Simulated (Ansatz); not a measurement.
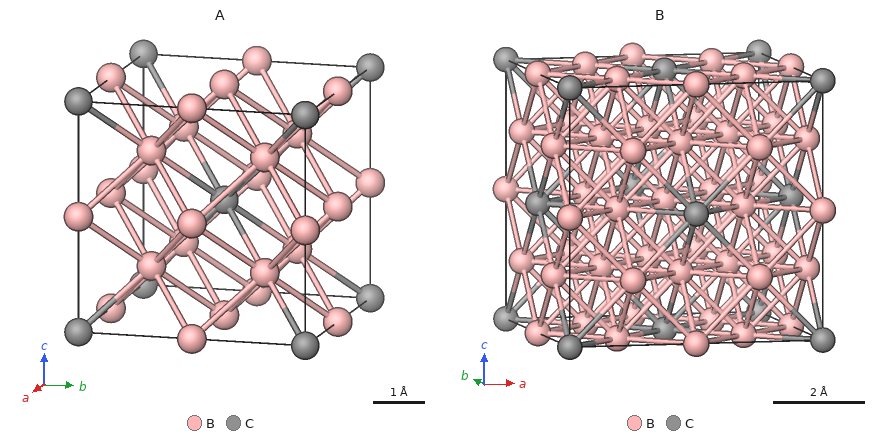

Two structures of B7C, each relaxed to rest (conventional cells in solid outline, small ones repeated, not to one scale). Method: DFT PBE, scalar-relativistic, plane waves, PAW in Ansatz 0.2.0, without spin polarisation.

Question: Name structures A and B.

Answer: A: 16 atoms a cell on a body-centred cubic lattice, Im-3m. B: 32 atoms a cell on a face-centred cubic lattice, Fm-3m.

Question: Which of the two does the method prefer?

Answer: B is lower, by 269 meV/atom at this level of theory (energies at zero smearing). Volumes: A 6.3, B 5.9 Å³/atom.

One or both may be structure types tried for this composition rather than known phases.
